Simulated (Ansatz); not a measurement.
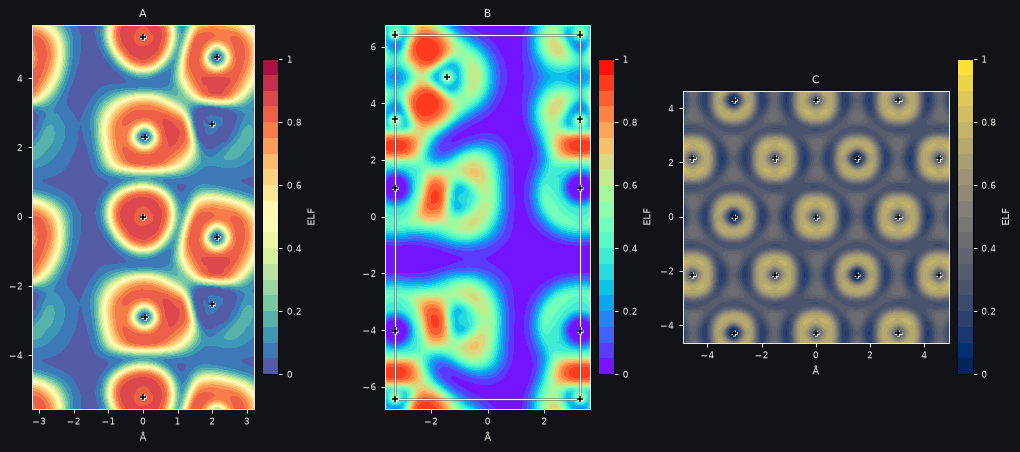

The ELF of 3 systems, each on a plane through atoms (crosses mark nuclei in the plane).

The calculation used DFT PBE, scalar-relativistic, plane waves, PAW (Ansatz).

System 1: LuAl3N4, the (100) plane of the conventional cell. Space group Pmn2₁; a generated structure, not necessarily the stable one; changed on purpose from its base cell (volume × 1.03, shape and atoms relaxed); computed pressure about −5 GPa in this cell.

```
CELL_PARAMETERS angstrom
6.64375 0.00000 0.00000
0.00000 5.73048 0.00000
0.00000 0.00000 5.19760
ATOMIC_POSITIONS crystal
Lu 0.00000 0.83787 0.98014
Lu 0.50000 0.16213 0.48014
Al 0.00000 0.18676 0.49617
Al 0.50000 0.81324 0.99617
Al 0.25047 0.65925 0.49602
Al 0.74953 0.65925 0.49602
Al 0.75047 0.34075 0.99602
Al 0.24953 0.34075 0.99602
N 0.00000 0.20960 0.86571
N 0.50000 0.79040 0.36571
N 0.27312 0.65063 0.86377
N 0.72688 0.65063 0.86377
N 0.00000 0.84513 0.42341
N 0.77312 0.34937 0.36377
N 0.22688 0.34937 0.36377
N 0.50000 0.15487 0.92341
```

System 2: Mo2W, the (11̄0) plane of the conventional cell. Space group I4/mmm; a generated structure, not necessarily the stable one; changed on purpose from its base cell (volume × 0.88, shape and atoms relaxed); computed pressure about 46 GPa in this cell; computed without spin polarisation.

System 3: Si5Ge2, the (010) plane of the conventional cell. Space group R32; a generated structure, not necessarily the stable one; changed on purpose from its base cell (volume × 0.97, shape and atoms relaxed).

```
Si Ge
1.0
     6.53464    0.00000    0.00000
    -3.26732    5.65916    0.00000
     0.00000    0.00000   12.85795
Si Ge
15 6
Direct
  0.00000 0.00000 0.11647
  0.66667 0.33333 0.44980
  0.33333 0.66667 0.78313
  0.66667 0.33333 0.21687
  0.33333 0.66667 0.55020
  0.00000 0.00000 0.88353
  0.72057 0.72057 0.00000
  0.38724 0.05390 0.33333
  0.05390 0.38724 0.66667
  0.27943 0.00000 0.00000
  0.94610 0.33333 0.33333
  0.61276 0.66667 0.66667
  0.00000 0.27943 0.00000
  0.66667 0.61276 0.33333
  0.33333 0.94610 0.66667
  0.66667 0.33333 0.02940
  0.33333 0.66667 0.36273
  0.00000 0.00000 0.69606
  0.00000 0.00000 0.30394
  0.66667 0.33333 0.63727
  0.33333 0.66667 0.97060
```

Question: Which map belongs to which system?

Answer: Panel A is system 1, LuAl3N4: the plane holds Lu, Al and N. Al–N (1.93 Å): the ELF peaks at about 0.85 in the valence shell of N, 0.7 Å from its nucleus, and is about 0.85 at the midpoint. Panel B is system 3, Si5Ge2: the plane holds Si and Ge. Si–Si (2.36 Å): the ELF peaks at about 0.90 between the atoms, as expected for localised, covalent bonding. Panel C is system 2, Mo2W: the plane holds Mo and W. Mo–Mo (2.62 Å): the ELF is about 0.30 at the midpoint; no shared electron pair shows on this line.
